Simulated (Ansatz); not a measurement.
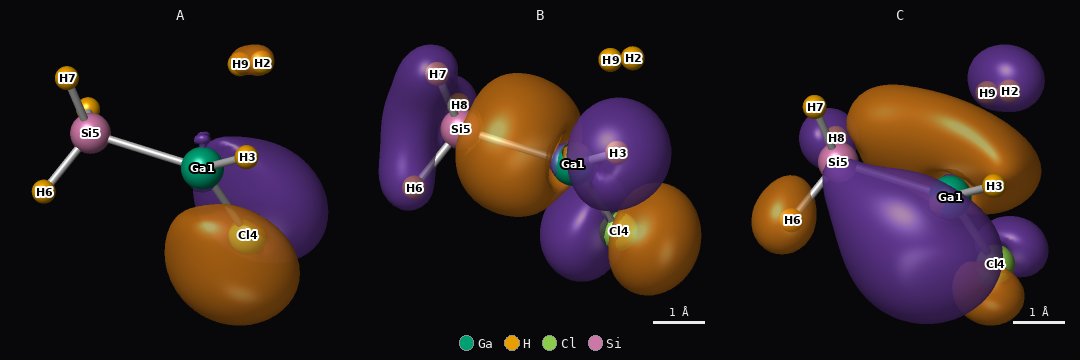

ClGaH4Si···H2. Three frontier orbitals at ±0.08 Å⁻³ᐟ² (orange and purple are the two phases), in no order.

The calculation used RKS PBE0-D4/def2-SVP in Ansatz.

```xyz
9

Ga   -0.0615   -0.6094   -0.1864
H     0.4033    0.5065    1.9810
H     1.2300    0.2152   -0.5117
Cl   -1.8976    0.4060   -0.7491
Si   -0.3726   -2.8468    0.6308
H    -0.7919   -3.7336   -0.4986
H     0.8846   -3.3951    1.2282
H    -1.4448   -2.8641    1.6729
H    -0.1959    0.0879    2.2105
```

Order the three orbitals by energy and name them.

Answer. A is the HOMO−1 (−8.82 eV). By Hirshfeld shares it lies mainly on Cl4 (about 90 %) and Ga1 (about 10 %); largely a lone pair of Cl4. B is the HOMO (−7.72 eV). Its weight (Hirshfeld) is mainly on Cl4 (about 35 %), Si5 (about 25 %), Ga1 (about 20 %) and H3 (about 15 %). C is the LUMO (−1.44 eV). By Hirshfeld shares it lies mainly on Ga1 (about 60 %), Si5 (about 15 %) and Cl4 (about 10 %).

What is the HOMO–LUMO gap?

Answer. 6.28 eV between the orbital energies.
